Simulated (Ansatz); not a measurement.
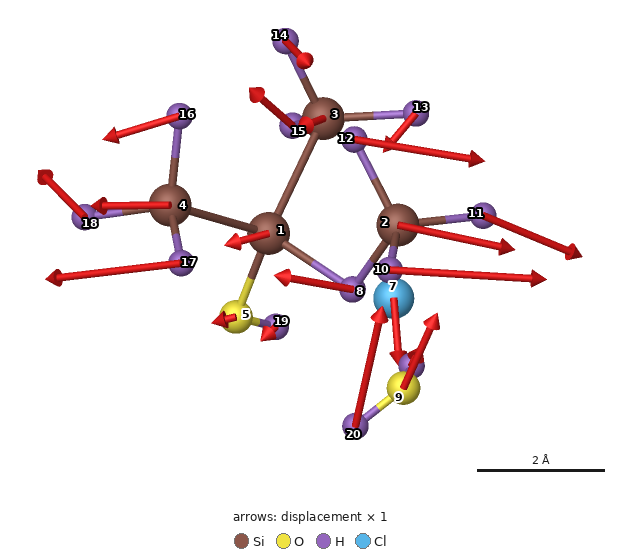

A relaxation of Si4H13O2Cl (started from a transition state, displaced along its imaginary mode). The starting structure is drawn; red arrows show the displacements, at their true length. The two geometries are superimposed by the best rigid fit.

A ball-and-stick model, seen from a free direction.

All numbers below come from Ansatz 0.2.0, RKS PBE0-D4/def2-TZVP. (force threshold 0.005 eV/Å; at most 200 steps)

Describe the change and its energy.

Answer. Over 73 accepted moves (74 points after the start) the energy falls by 214.9 kJ/mol. The largest force component goes from 5.7 to 0.0047 eV/Å. The line search rejected the trial step at point 19 of the run. The largest moves after the best rigid fit, 2.51 Å, are those of H atoms. By element the largest moves are H 2.51 Å, Si 1.93 Å, O 1.43 Å, Cl 1.13 Å. Near-neighbour distances that change, for instance: H–Si 1.553 → 3.849 Å, Si–Si 2.658 → 4.741 Å, O–Si 2.966 → 1.666 Å, Cl–Si 3.230 → 4.336 Å. New bonds form: Cl–H (2.03 → 1.32 Å), O–Si (2.97 → 1.67 Å). Bonds break: H–O (0.89 → 1.71 Å), H–Si (1.55 → 3.85 Å). Among the angles between lasting bonds that change: O–Si–H 92.0° → 110.7°, Si–O–H 106.7° → 117.6°, Si–Si–Si 118.3° → 111.3°. Groups turn about Si–Si by about 55°, Si–Si by about 35°.
